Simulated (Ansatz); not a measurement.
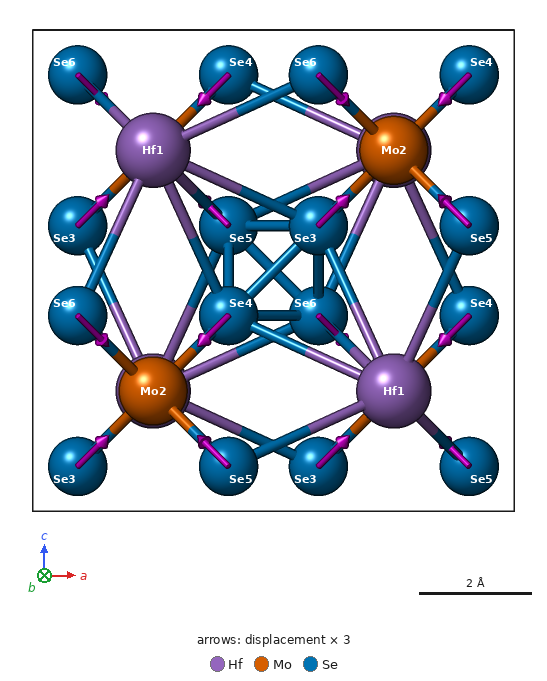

This is a relaxation of solid HfMoSe4 (a generated structure, set up in F-43m) (coarse preliminary run). The starting structure is drawn; purple arrows show the displacements (the part carried along by the change of the cell is left out), 3 times their true length.

The picture is a ball-and-stick view of the conventional cell (4 times the calculation's cell), seen along the b axis. Lengths and directions refer to the drawn axes.

Level of theory: DFT PBE, scalar-relativistic, plane waves, PAW in Ansatz. Settings: plane-wave cutoff 420 eV; k-point mesh 4 × 4 × 4; occupations gaussian; smearing width 0.1 eV; collinear spin; cell and atoms relaxed; force threshold 0.04 eV/Å; at most 70 steps.

Which element moves most?

Selenium: up to 0.33 Å, against 0.00 Å for hafnium.

What did the optimiser do to the structure, and how much energy did it gain?

The largest moves relative to the cell, 0.33 Å, are those of Se3, Se4, Se5 and Se6. Se3 goes along [1 −1 1]. Hf and Mo stay in place. The drawn cell changes as follows: a = b = c 8.611 → 9.693 Å (+12.6 %); the volume changes by +42.6 %. Some distances before and after: Se3–Se4 2.271 → 3.092 Å, Hf1–Se3 3.519 → 3.988 Å, Mo2–Se3 2.338 → 2.304 Å. Bonds break, among them: Se3–Se4 (2.27 → 3.09 Å), Se3–Se5 (2.27 → 3.09 Å), Se3–Se6 (2.27 → 3.09 Å), Se4–Se5 (2.27 → 3.09 Å). The space group stays F-43m (No. 216). The energy falls by 1160 meV per atom in 5 accepted moves (6 points after the start). Largest force component: 6 eV/Å at the start, 0.0039 eV/Å at the end. The pressure goes from 21.48 to 0.39 GPa. The SCF was repeated once at an unchanged geometry on a basis and grid sized afresh for the cell, which shifted the energy by 6.2 meV per atom at most. The program noted that the starting moments weren't kept. The run may lie on a higher electronic state than the lowest, so the end point isn't shown to be the ground-state structure. The run took 4.8 min on 1 thread of Arm Neoverse V1 (shared host), peak memory 0.65 GiB.
